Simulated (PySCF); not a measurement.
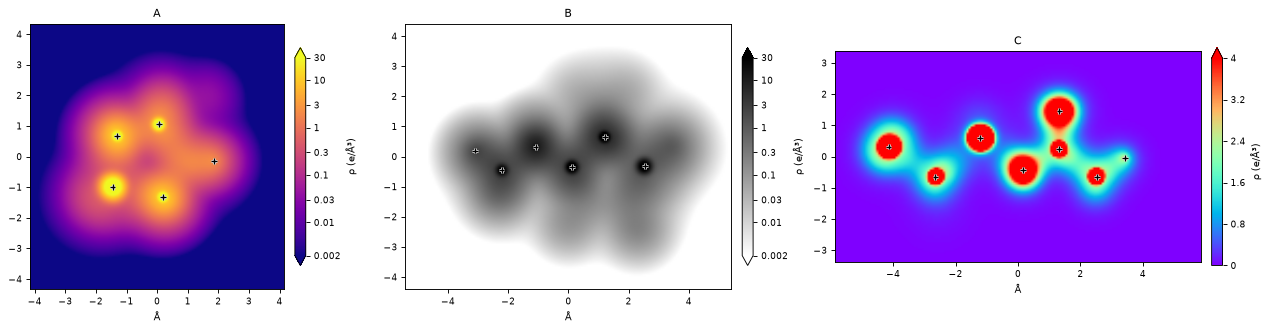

The electron density of 3 systems, each on a plane through atoms (crosses mark nuclei in the plane).

Theory: PBE0/pcSseg-1, SCF density, gas phase, non-relativistic in PySCF.

System 1: C3H5Cl3O2Si, the plane of atoms O3, C2 and O4. Geometry: PBE0-D3(BJ)/def2-SVP.

```yaml
atoms:
  - { symbol: C, position_ang: [-2.6933, -0.2982, -0.0409] }
  - { symbol: C, position_ang: [-1.4327, 0.5019, -0.0346] }
  - { symbol: O, position_ang: [-1.3570, 1.7077, -0.0615] }
  - { symbol: O, position_ang: [-0.3209, -0.2440, 0.0054] }
  - { symbol: Si, position_ang: [1.1129, 0.6935, 0.0077] }
  - { symbol: C, position_ang: [2.4628, -0.6580, 0.0517] }
  - { symbol: Cl, position_ang: [2.3087, -1.6387, 1.5243] }
  - { symbol: Cl, position_ang: [4.0260, 0.2092, 0.0583] }
  - { symbol: Cl, position_ang: [2.3494, -1.6900, -1.3895] }
  - { symbol: H, position_ang: [-2.7453, -0.9044, 0.8752] }
  - { symbol: H, position_ang: [-3.5598, 0.3689, -0.1037] }
  - { symbol: H, position_ang: [-2.6818, -0.9960, -0.8904] }
  - { symbol: H, position_ang: [1.2805, 1.4437, -1.2569] }
  - { symbol: H, position_ang: [1.2446, 1.4915, 1.2474] }
```

System 2: C4H8F2O2Si, the plane of atoms O4, Si5 and O6. Geometry: PBE0-D3(BJ)/def2-SVP.

```xyz
17

F    -1.6915   -0.7906   -1.5725
C    -1.2919   -1.4937   -0.4594
C    -0.4126   -0.6223    0.4051
O    -1.1614    0.4496    0.9450
Si   -0.9615    1.8208   -0.0013
O     0.3987    1.2830   -0.8227
C     0.7732   -0.0024   -0.3820
C     2.0084    0.1260    0.4899
F     2.4300   -1.1238    0.8696
H    -2.1881   -1.7964    0.1062
H    -0.7428   -2.3938   -0.7852
H    -0.0214   -1.2429    1.2296
H    -2.0843    2.1081   -0.9285
H    -0.6855    2.9960    0.8671
H     1.0205   -0.6307   -1.2545
H     2.8116    0.6320   -0.0691
H     1.7749    0.7155    1.3941
```

System 3: C6H16BNO (SMILES CO[C@H]1CC[BH2-][N+]1(C)C), the plane of atoms C3, N7 and B6. Geometry: PBE0-D3(BJ)/def2-SVP.

```xyz
25

C     2.7199   -0.9624   -0.3744
O     1.3477   -0.9245   -0.6365
C     0.6263   -0.0617    0.1828
C     0.7594    1.4288   -0.1099
C    -0.5238    2.0916    0.4311
B    -1.4927    0.8610    0.8984
N    -0.8160   -0.3865    0.0543
C    -1.2559   -0.3497   -1.3527
C    -1.1219   -1.7004    0.6315
H     3.2153    0.0004   -0.5947
H     3.1594   -1.7356   -1.0188
H     2.9258   -1.2238    0.6817
H     0.8682   -0.2544    1.2461
H     1.6838    1.8148    0.3465
H     0.8787    1.5535   -1.1991
H    -0.2978    2.7542    1.2795
H    -0.9708    2.7346   -0.3440
H    -2.6759    0.9054    0.5828
H    -1.3408    0.5477    2.0781
H    -2.3229   -0.5990   -1.3819
H    -1.1270    0.6615   -1.7537
H    -0.6753   -1.0631   -1.9537
H    -0.7886   -1.7146    1.6764
H    -2.2086   -1.8507    0.6108
H    -0.6156   -2.4946    0.0635
```

### Which map belongs to which system?

Panel A is system 2, C4H8F2O2Si: the plane holds O, Si, C and H. C–O (1.41 Å): ρ at the midpoint is about 2 e/Å³, with its minimum of 1.8 e/Å³ about 0.5 Å from C. Panel B is system 3, C6H16BNO: the plane holds C, O, B, N and H. C–O (1.39 Å): ρ at the midpoint is about 2.2 e/Å³, with its minimum of 1.9 e/Å³ about 0.5 Å from C. Panel C is system 1, C3H5Cl3O2Si: the plane holds C, O, Si, Cl and H. C–O (1.21 Å): the density is about 3.3 e/Å³ at the midpoint.
